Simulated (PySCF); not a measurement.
System: C₈H₁₂O.

Input file:

```
{"job": {"kind": "nmr", "xc": "PBE0", "basis": "pcSseg-1", "pop": false}, "charge": 0, "multiplicity": 1}
O      0.553582    -2.679260     1.300544
C      0.268700    -1.683740     0.680490
C      1.081068    -1.225418    -0.506814
C      1.888383     0.021883    -0.144388
C      1.198608     1.351318    -0.118192
C     -0.048166     1.777477    -0.270616
C     -1.395148     1.155277    -0.522963
C     -1.695535    -0.295912    -0.122379
C     -0.887873    -0.799893     1.076539
H      1.772431    -2.028995    -0.768465
H      0.452069    -1.010602    -1.368041
H      2.703980     0.115745    -0.869622
H      2.363665    -0.132971     0.831077
H      1.930504     2.135023     0.056823
H     -0.157827     2.857086    -0.223385
H     -1.617757     1.279959    -1.588575
H     -2.106288     1.794854     0.008908
H     -2.757779    -0.346805     0.124920
H     -1.550671    -0.968605    -0.968616
H     -1.517031    -1.366942     1.764909
H     -0.478916     0.050522     1.627847
```

Run with:

```sh
OMP_NUM_THREADS=1 python ens_run.py task.json out
```

Geometry: GFN2-xTB.

The calculation used PBE0/pcSseg-1, SCF density, gas phase, non-relativistic (PySCF 2.14.0).

Question: Predict the electron density and electron localisation function between the atoms.

Answer: C–O (1.21 Å): ρ is about 3.3 e/Å³ halfway; the ELF peaks at about 0.85 between the atoms: a multiple bond.
C–H (1.09 Å): ρ is about 2 e/Å³ halfway; the ELF climbs to about 1 towards the hydrogen, as it does in any bond to H; a covalent bond by its length.
C–C (1.51 Å): ρ is about 1.7 e/Å³ halfway; the ELF peaks at about 0.95 between the atoms; a shared electron pair.

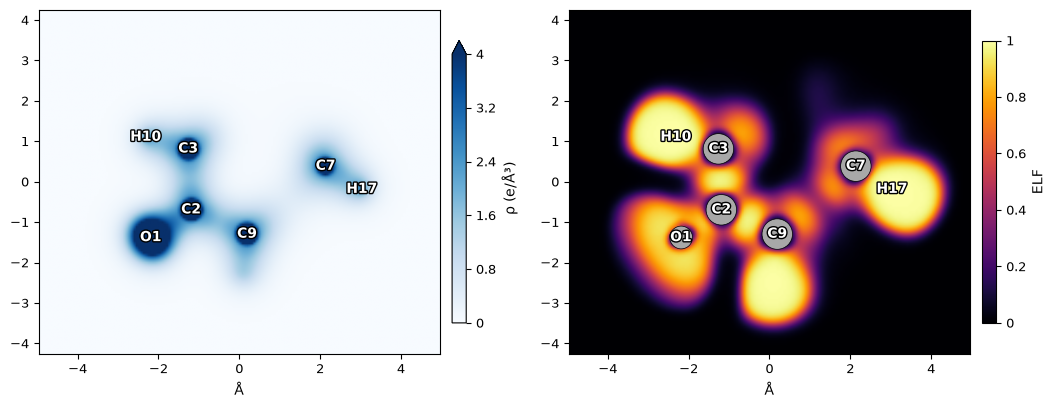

Computed electron density and electron localisation function on the plane of atoms O1, C2 and C9, in this order. Grey discs cover the atomic cores in the ELF map. 
